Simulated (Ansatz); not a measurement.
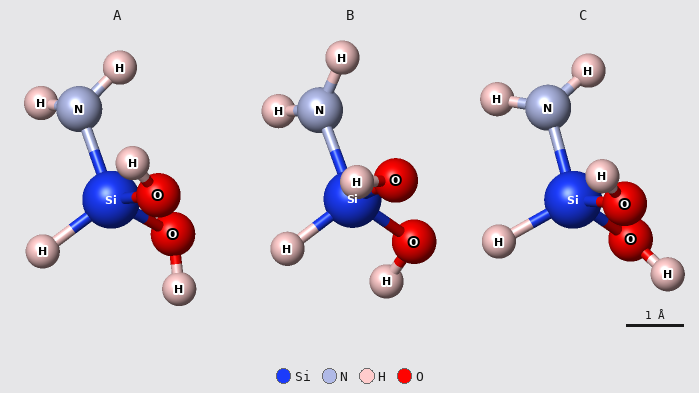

3 geometries from one relaxation of SiNH₅O₂, in shuffled order. Style: ball-and-stick. Shown from a free direction.

The run prepares the start of a later molecular dynamics calculation, from a guessed geometry.

These are results of RKS PBE-D4/def2-SVP in Ansatz 0.2.0, not measurements. (no spin polarisation; force threshold 0.02 eV/Å; at most 40 steps)

> Order the frames from highest to lowest energy.

B, A, C. They are steps 0, 6, 16, at +0.527 eV, +0.038 eV relative to the last. An H atom moves most after the best rigid fit: 1.11 Å. By element the largest moves are H 1.11 Å, O 0.45 Å, Si 0.25 Å, N 0.23 Å. Some distances before and after: N–Si 1.820 → 1.726 Å, H–Si 1.459 → 1.503 Å, H–N 1.060 → 1.023 Å, H–O 1.010 → 0.974 Å. Among the angles between lasting bonds that change: H–N–H 120.0° → 110.8°, O–Si–O 109.5° → 103.3°, N–Si–H 109.5° → 104.9°. Groups turn about O–Si by about 120°, O–Si by about 40°. After 14 accepted moves (16 points after the start) the energy has fallen by 0.527 eV. Largest force component: 2.5 eV/Å at the start, 0.018 eV/Å at the end. The line search rejected the trial steps at points 7, 12 of the run.
